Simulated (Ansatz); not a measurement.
## Electronic structure of CH₆NSi (charge +1) in real space

Input file:

```
crystal:
  periodic: [false, false, false]
  atoms:
    - {symbol: C, position_ang: [-0.661754, 0.284952, -0.643289]}
    - {symbol: N, position_ang: [0.801266, 0.316231, -0.225109]}
    - {symbol: Si, position_ang: [-0.316803, -0.651122, 0.887797]}
    - {symbol: H, position_ang: [-0.811868, -0.227741, -1.587073]}
    - {symbol: H, position_ang: [-1.124764, 1.264849, -0.604059]}
    - {symbol: H, position_ang: [1.447907, -0.146021, -0.856720]}
    - {symbol: H, position_ang: [1.160260, 1.226092, 0.046978]}
    - {symbol: H, position_ang: [-0.026328, -2.086895, 0.797038]}
    - {symbol: H, position_ang: [-0.467917, 0.019656, 2.184438]}
basis:
  gaussian: {orbitals: def2-TZVPP}
total_charge: 1
hamiltonian: {xc: pbe0, dispersion: d4}
output: {orbitals: {seedname: orbitals}}
```

Command:

```sh
ansatz run in.yaml --threads 2 --pin off --events-out ev --progress --plain --max-ram 4352MiB
```

Geometry: PBE0-D4/def2-TZVP.

Computed with RKS PBE0-D4/def2-TZVPP in Ansatz 0.2.0.

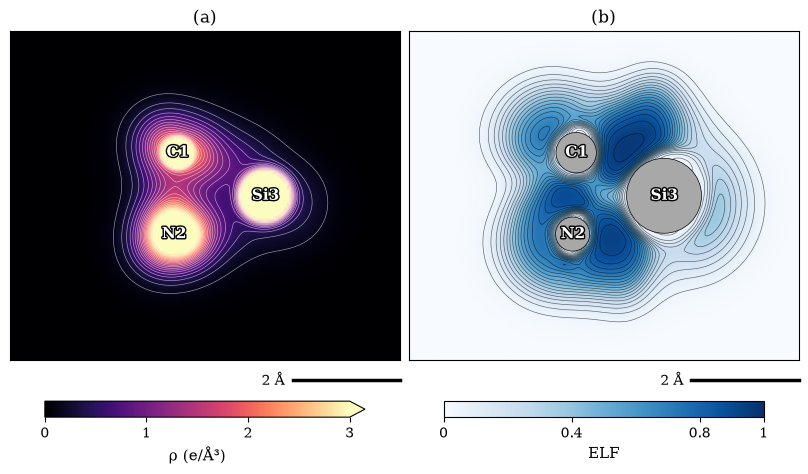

Figure 1. (a) electron density; (b) ELF on the plane of atoms C1, Si3 and N2. Grey discs cover the atomic cores in the ELF map.

### Describe what can be read from this map.

The plane passes through C, N and Si nuclei. C–N (1.52 Å): ρ at the midpoint is about 1.6 e/Å³; the ELF peaks at about 0.90 between the atoms; a covalent bond. C–Si (1.83 Å): ρ at the midpoint is about 0.95 e/Å³; the ELF peaks at about 0.90 between the atoms; a covalent bond. Si–N (1.85 Å): ρ at the midpoint is about 0.83 e/Å³; the ELF peaks at about 0.85 between the atoms: a shared but strongly polarised pair.

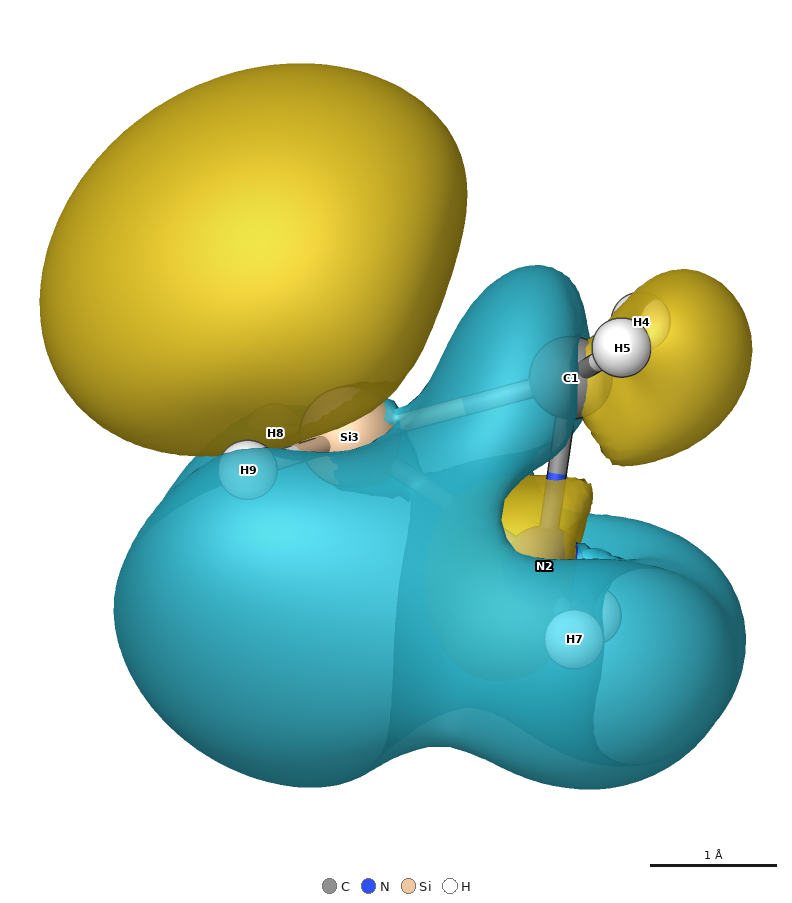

Figure 2. The LUMO at ±0.05 Å⁻³ᐟ² (yellow and cyan are the two phases), seen across its widest extent.

### Where does this orbital lie, and at what energy?

By Hirshfeld shares it lies mainly on Si3 (about 60 %), N2 (about 10 %), C1 (about 10 %), H8 (about 5 %) and H9 (about 5 %). Its energy is −6.02 eV.

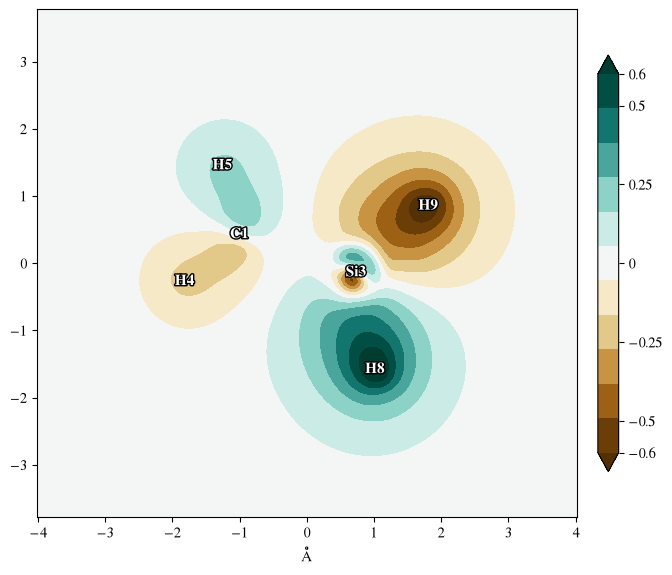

Figure 3. The HOMO−1 on the plane of atoms C1, Si3 and H8 (values in Å⁻³ᐟ²; the overall sign is arbitrary).

### Describe this orbital and give its energy.

It lies mainly on Si3 (about 40 %), H8 (about 25 %) and H9 (about 25 %). Its energy is −15.72 eV.
